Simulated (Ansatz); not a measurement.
L1₀ (CuAu-type) CuAu, treated with r²SCAN+SOC (Ansatz, an electronic-structure program, PAW).

Run with plane-wave cutoff 560 eV, 20×20×16 k mesh (along the axes of the cell as run), Fermi–Dirac smearing 0.05 eV, PAW data made under PBE.

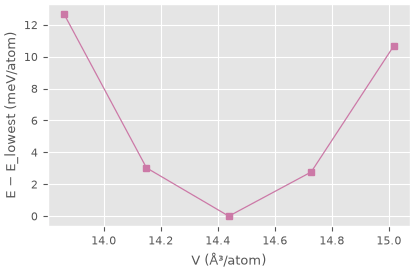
Total energy against volume

Q: From the curve, estimate the equilibrium volume and the bulk modulus.

A: V0 ≈ 14.4 Å³/atom and B0 ≈ 160 GPa; the fit gives V0 = 14.439 Å³/atom, B0 = 161 GPa, B′ = 5.4.

Shape and atoms are relaxed at each volume.

Note: the bulk modulus comes from volumes at which shape and atoms were relaxed.

The computed numbers hold no vibrational or temperature effects.
